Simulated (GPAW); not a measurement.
# linear Pt chain, spacing 2.672 A: cost and accuracy of the functional, part 2 of 2

Aim: see how far moments and order energies of linear Pt chain, spacing 2.672 A move with the functional, and what each set costs.

GPAW 26.7.0; several functionals; plane waves with GPAW's PAW setups, scalar-relativistic.

So far, largest spin moment in the augmentation sphere (μB): step 2 (rung 1 (LDA), start ferro +) 0.705; step 6 (PBE) 0.882; step 8 (RPBE) 0.882.

### Step 9. Set 4 (RPBE), start antiferro q=(0,0,1/2) +-

Level of this step: RPBE; plane waves with GPAW's PAW setups, scalar-relativistic (GPAW).

order2.py

```python
import json
import numpy as np
from ase import Atoms
from ase.parallel import paropen, parprint
from gpaw import GPAW

atoms = Atoms(['Pt', 'Pt'],
    cell=[[12.0, 0.0, 0.0],
         [0.0, 12.0, 0.0],
         [0.0, 0.0, 5.344]],
    scaled_positions=[[0.5, 0.5, 0.0],
         [0.5, 0.5, 0.5]],
    pbc=True,
    magmoms=[0.6, -0.6])
atoms.calc = GPAW(mode={'name': 'pw', 'ecut': 550},
    xc='RPBE',
    kpts={'size': (1, 1, 5), 'gamma': True},
    occupations={'name': 'fermi-dirac', 'width': 0.05},
    convergence={'density': 1e-05, 'energy': 1e-05},
    maxiter=200,
    txt='order2.txt')
e = atoms.get_potential_energy(force_consistent=True)
res = {'free_energy': e, 'energy_sigma0': atoms.get_potential_energy(), 'fermi_energy': atoms.calc.get_fermi_level()}
res['moments'] = atoms.get_magnetic_moments().tolist()
res['total'] = atoms.get_magnetic_moment()
parprint('site moments (muB):', np.round(res['moments'], 3))
parprint(f"total moment: {res['total']:.3f} muB")
parprint(f'free energy: {e:.6f} eV')
atoms.calc.write('order2.gpw')
with paropen('results.json', 'w') as f:
    json.dump(res, f)
```

Started as:

```
$ OMP_NUM_THREADS=1 python3 order2.py > order2.log
```

Output:

```text
site moments (muB): [0. 0.]
total moment: 0.000 muB
free energy: -6.092037 eV

--- order2.txt ---
Input parameters:
  mode=PW(ecut=550),
  convergence={'density': 1e-05, 'energy': 1e-05},
  kpts=MonkhorstPack(size=(1, 1, 5), gamma=True),
  maxiter=200,
  occupations=Occupations(name='fermi-dirac', width=0.05),
  xc=XC(name='RPBE')

Diagonalizing LCAO Hamiltonian
Converting LCAO to pw mode
[...]
|          9 |        -6.206 |     1.000 |        -6.206 |     1.000 |
[...]
|         19 |        -0.978 |     0.000 |        -0.978 |     0.000 |
|         20 |         0.303 |     0.000 |         0.303 |     0.000 |
|         21 |         0.954 |     0.000 |         0.954 |     0.000 |
|        ... |               |           |               |           |
|         23 |         1.682 |     0.000 |         1.682 |     0.000 |

No gap
No difference between direct/indirect transitions


[key lines of the parts left out:]
Free energy:      -6.092037
Converged in 17 steps
dipole moment: (0.000004, 0.000004, -17.981888)  # |e|*Ang
Fermi level: -5.363
```

The job ended after 1.7 min (1 MPI rank of Arm Neoverse V1, shared host; peak memory 0.59 GiB).

Read from the output:

```
final state : non-magnetic
```

This start lies +29.4 meV a seeded atom from the first, a change of +2.8 meV since set 3; its moments have collapsed.

### Step 10. Set 5 (BLYP), start ferro +

order1.py

```python
import json
import numpy as np
from ase import Atoms
from ase.parallel import paropen, parprint
from gpaw import GPAW

atoms = Atoms(['Pt'],
    cell=[[12.0, 0.0, 0.0],
         [0.0, 12.0, 0.0],
         [0.0, 0.0, 2.672]],
    scaled_positions=[[0.5, 0.5, 0.0]],
    pbc=True,
    magmoms=[0.6])
atoms.calc = GPAW(mode={'name': 'pw', 'ecut': 550},
    xc='BLYP',
    kpts={'size': (1, 1, 10), 'gamma': True},
    occupations={'name': 'fermi-dirac', 'width': 0.05},
    convergence={'density': 1e-05, 'energy': 1e-05},
    maxiter=200,
    txt='order1.txt')
e = atoms.get_potential_energy(force_consistent=True)
res = {'free_energy': e, 'energy_sigma0': atoms.get_potential_energy(), 'fermi_energy': atoms.calc.get_fermi_level()}
res['moments'] = atoms.get_magnetic_moments().tolist()
res['total'] = atoms.get_magnetic_moment()
parprint('site moments (muB):', np.round(res['moments'], 3))
parprint(f"total moment: {res['total']:.3f} muB")
parprint(f'free energy: {e:.6f} eV')
atoms.calc.write('order1.gpw')
with paropen('results.json', 'w') as f:
    json.dump(res, f)
```

Started as:

```
$ OMP_NUM_THREADS=1 python3 order1.py > order1.log
```

Output:

```text
FileNotFoundError: Could not find required PAW dataset file "Pt.BLYP".
You need to set the GPAW_SETUP_PATH environment variable to point to
the directories where PAW dataset and basis files are stored.  See

--- order1.txt ---
Input parameters:
  mode=PW(ecut=550),
  convergence={'density': 1e-05, 'energy': 1e-05},
  kpts=MonkhorstPack(size=(1, 1, 10), gamma=True),
  maxiter=200,
  occupations=Occupations(name='fermi-dirac', width=0.05),
  xc=XC(name='BLYP')
```

The job ended after 1.4 s (1 MPI rank; peak memory 0.1 GiB).

The program refused the input before any cycle.

The program's message: “FileNotFoundError: Could not find required PAW dataset file "Pt.BLYP".”

### Step 11. Set 5 (BLYP), start antiferro q=(0,0,1/2) +-

order2.py is the script of step 9 with these lines changed:

```diff
@@ -15,3 +15,3 @@
 atoms.calc = GPAW(mode={'name': 'pw', 'ecut': 550},
-    xc='RPBE',
+    xc='BLYP',
     kpts={'size': (1, 1, 5), 'gamma': True},
```

Started as:

```
$ OMP_NUM_THREADS=1 python3 order2.py > order2.log
```

Output:

```text
FileNotFoundError: Could not find required PAW dataset file "Pt.BLYP".
You need to set the GPAW_SETUP_PATH environment variable to point to
the directories where PAW dataset and basis files are stored.  See

--- order2.txt ---
Input parameters:
  mode=PW(ecut=550),
  convergence={'density': 1e-05, 'energy': 1e-05},
  kpts=MonkhorstPack(size=(1, 1, 5), gamma=True),
  maxiter=200,
  occupations=Occupations(name='fermi-dirac', width=0.05),
  xc=XC(name='BLYP')
```

Wall time 1.4 s (1 MPI rank); peak memory 0.1 GiB.

The program refused the input before any cycle.

The program's message: “FileNotFoundError: Could not find required PAW dataset file "Pt.BLYP".”

### Step 12. Another try

A slip in the input shows what the program catches and what it lets pass.

run.py

```python
import json
import numpy as np
from ase import Atoms
from ase.parallel import paropen, parprint
from gpaw import GPAW

atoms = Atoms(['Pt'],
    cell=[[12.0, 0.0, 0.0],
         [0.0, 12.0, 0.0],
         [0.0, 0.0, 2.672]],
    scaled_positions=[[0.5, 0.5, 0.0]],
    pbc=True,
    magmoms=[0.6])
atoms.calc = GPAW(mode={'name': 'pw', 'ecut': 550},
    xc='LDA',
    kpts={'size': (1, 1, 10), 'gamma': True},
    occupations={'name': 'fermi-dirac', 'width': 0.05},
    convergence={'density': 1e-05, 'energy': 1e-05},
    maxiter=100,
    mixer={'method': 'separate', 'backend': 'pulay', 'beta': 1.0, 'nmaxold': 1, 'weight': 1},
    txt='run.txt')
e = atoms.get_potential_energy(force_consistent=True)
res = {'free_energy': e, 'energy_sigma0': atoms.get_potential_energy(), 'fermi_energy': atoms.calc.get_fermi_level()}
res['moments'] = atoms.get_magnetic_moments().tolist()
res['total'] = atoms.get_magnetic_moment()
parprint('site moments (muB):', np.round(res['moments'], 3))
parprint(f"total moment: {res['total']:.3f} muB")
parprint(f'free energy: {e:.6f} eV')
atoms.calc.write('run.gpw')
with paropen('results.json', 'w') as f:
    json.dump(res, f)
```

Started as:

```
$ OMP_NUM_THREADS=1 python3 run.py > run.log
```

Output:

```text
gpaw.KohnShamConvergenceError

--- run.txt ---
Input parameters:
  mode=PW(ecut=550),
  convergence={'density': 1e-05, 'energy': 1e-05},
  kpts=MonkhorstPack(size=(1, 1, 10), gamma=True),
  maxiter=100,
  mixer=Pulay(name='pulay', nmaxold=1, beta=1.0, weight=1, sigma=0.015, g_ss=None),
  occupations=Occupations(name='fermi-dirac', width=0.05),
  xc=XC(name='LDA')

Diagonalizing LCAO Hamiltonian
Converting LCAO to pw mode
        .----------------------------.
       /|                            |
      / |                            |
     /  .----------------------------.
    /  /                            /
   /  /                            /
  /  /                            /
 *  /              Pt            /
 | /                            /
 |/                            /
 *----------------------------*

Atoms  # Å, Bohr magnetons
|   | symbol |        x |        y |        z |    initial magnetic moments |
|---|--------|----------|----------|----------|-----------------------------|
| 0 |     Pt | 6.000000 | 6.000000 | 0.000000 | ( 0.0000,  0.0000,  0.6000) |

Number of symmetries: 16

BZ-sampling:
  Number of BZ points: 10
  Number of IBZ points: 6

  Monkhorst-Pack size: [1, 1, 10]
  Monkhorst-Pack shift: [0.0, 0.0, 0.05]

Plane wave coefficients: 11322
Cutoff: 550.0 eV

Spin-components: 2 (collinear spins)
Bands:           12
Projectors:      6
Spin-degeneracy: 1
Datatype:        complex128

Parallelization:
  kpt:    1
  domain: 1
  band:   1

Density:
  Valence electrons: 16.0
  Components: 2
  Grid points: [70 70 15]
  Charge: 0.0  # |e|

Potential:
  Grid points: [70 70 15]

[... setups left out ...]
Reference energy: -500096.748869  # eV

convergence criteria:
- Maximum integral of absolute [dens]ity change: 1e-05 electrons / valence electron
- Maximum [total energy] change in last 3 cyles: 1e-05 eV / valence electron
- Maximum integral of absolute [eigenst]ate change: 4e-08 eV^2 / valence electron
maximum number of iterations: 100

SCF iterations
|iter     |      energy | eigst |  dens |  magmom |
|---------|-------------|-------|-------|---------|
|iter:   1|       0s |   -5.008884 | +0.34 |       |  +0.5987|
|iter:   2|       3s |  -11.575788 | +0.48 | -0.83 |  +0.1857|
|iter:   3|       5s |  -45.689416 | +1.01 | -0.56 |  +0.0000|
|iter:   4|       7s | -313.247686 | +2.54 | -0.09 |  -0.3519|
|iter:   5|      10s | -188.338642 | +1.58 | -0.01 |  +0.0000|
|iter:   6|      12s | -546.452458 | +3.25 | +0.07 |  -0.4503|
[...]
[... 80 iterations left out ...]
[...]
|iter:  97|     224s | -242.441043 | +1.67 | +0.10 |  -0.1385|
|iter:  98|     226s | -587.713296 | +3.22 | +0.10 |  -0.1040|
|iter:  99|     229s | -233.682177 | +1.65 | +0.09 |  -0.1908|
|iter: 100|     231s | -575.318251 | +3.26 | +0.09 |  +0.1796|
```

The job ended after 3.9 min (1 MPI rank; peak memory 0.24 GiB).

The run stopped without converging, so none of its numbers is a property of the system.

The fault put into the input: mixing far too strong.

Taking so much of each cycle's output makes the cycles overshoot; a small step or a mixer with history is the cure.

### Step 13. The sets together

List, by row:

```
set  functional  state from the first start  state from the second start  second less first (meV a seeded atom)  moment, first (μB)  moment, second (μB)  CPU time (s)
   1         LDA               ferromagnetic                 non-magnetic                                  13.51              0.7049                    0         144.6
   3         PBE               ferromagnetic                 non-magnetic                                  26.65              0.8819                    0           150
   4        RPBE               ferromagnetic                 non-magnetic                                  29.41              0.8819                    0         146.1
```

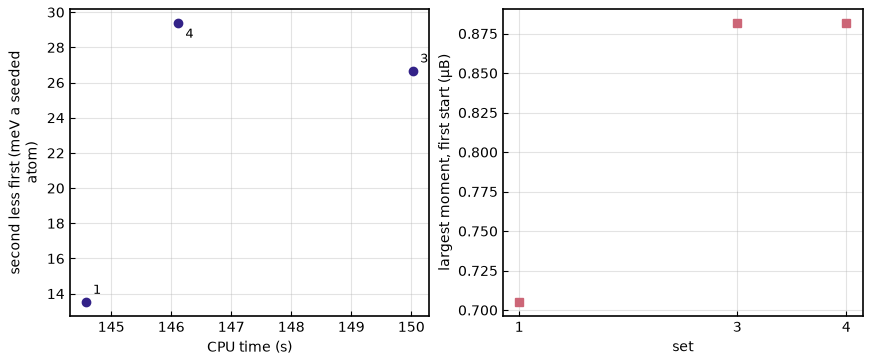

Result against cost, sets numbered as in the table, and the moment by set.

### Step 14. What came out

```yaml
range_of_the_moment_in_the_table_first_start: 0.705 to 0.882 μB
range_of_cpu_time: 2.4 min to 2.5 min
range_of_the_energy_difference: 13.5 to 29.4 meV a seeded atom
```

For the first start the functionals give moments from 0.705 to 0.882 μB and energy differences from 13.5 to 29.4 meV a seeded atom; all use the same cell, so differences in their own lattice constants don't enter. The first start ends lower on every set of the table. The second start loses its moments on every set, so the difference is that between moments and none. Sets 2 and 5 gave no pair of finished runs and are missing from the table.

[Logs and program files are shortened in this print: banners, set-up blocks, solver, clock and traceback lines can be left out without a mark of their own.]

[Logs are printed without paths, hosts, clocks, repeated set-up lines and the standing remarks that a program may print on its own settings, such as how far it seeks lower states.]

[Hosts, paths, dates, database ids (printed as entryN), source tags and the programs' standing remarks are cut or masked in the printed files.]

[Where a cell is said to come from a database of computed structures, the database is the Materials Project.]
